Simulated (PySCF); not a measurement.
| atom | x (Å) | y (Å) | z (Å) |
| --- | --- | --- | --- |
| Ga | 0.6861 | 1.6468 | -0.1295 |
| Cl | 2.4558 | 1.9887 | -1.2691 |
| Cl | -0.2651 | 3.2888 | 0.8438 |
| N | 0.0038 | -0.0120 | 0.0030 |
| C | -1.1678 | -0.3068 | 0.7886 |
| C | 0.5977 | -1.1439 | -0.6623 |
| H | -1.9714 | -0.7479 | 0.1681 |
| H | -1.5658 | 0.6071 | 1.2536 |
| H | -0.9438 | -1.0271 | 1.5989 |
| H | 1.4701 | -0.8333 | -1.2560 |
| H | 0.9372 | -1.9113 | 0.0599 |
| H | -0.1213 | -1.6319 | -1.3481 |

Geometry: PBE0-D3(BJ)/def2-SVP.

These are results of PySCF 2.14.0, wB97X-D/def2-SVPD, SCF density, gas phase, not measurements.

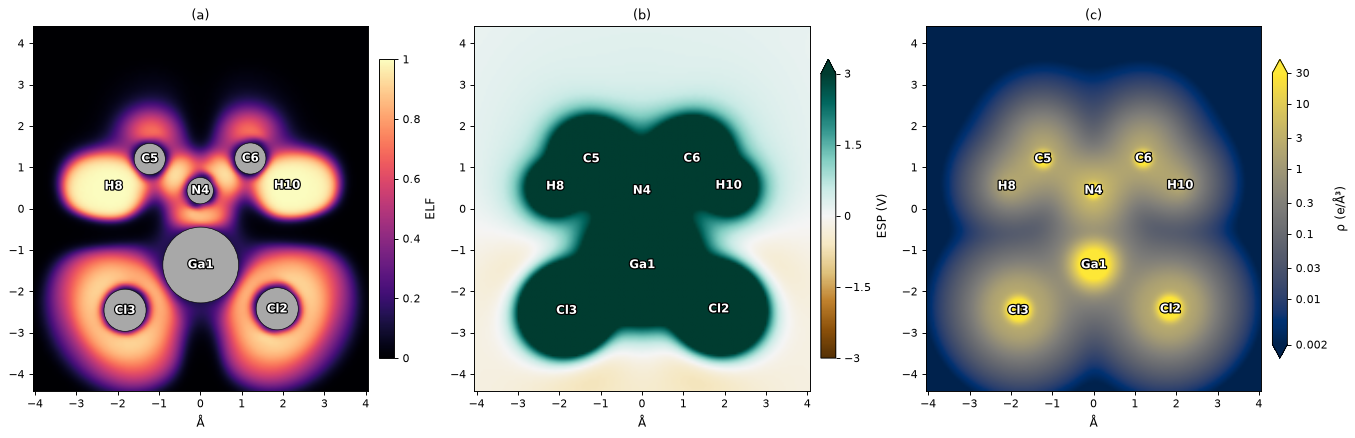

C2H6Cl2GaN (SMILES C[N](C)[Ga]([Cl])[Cl]). (a) electron localisation function; (b) electrostatic potential; (c) electron density on the plane of atoms Ga1, N4 and C6. Grey discs cover the atomic cores in the ELF map.

**What does the map show?**

The section cuts through Ga, Cl, N, C and H sites.
C–N (1.44 Å): ρ at the midpoint is about 2 e/Å³; the ELF peaks at about 0.95 between the atoms: a shared electron pair.
Ga–N (1.80 Å): ρ is about 0.97 e/Å³ halfway; the ELF peaks at about 0.85 in the valence shell of N, 0.6 Å from its nucleus, and is about 0.35 at the midpoint.
Ga–Cl (2.13 Å): the density is about 0.71 e/Å³ at the midpoint; the ELF peaks at about 0.85 in the valence shell of Cl, 0.8 Å from its nucleus, and is about 0.60 at the midpoint.
C–H (1.10 Å): ρ is about 1.9 e/Å³ halfway; the ELF climbs to about 1 towards the hydrogen, as it does in any bond to H: an ordinary covalent bond to hydrogen.
The ELF also peaks beside Cl3 and Cl2, away from the bonds: lone-pair regions.
Outside the dense part of the molecule the potential is most negative (−0.6 V) near Cl2.
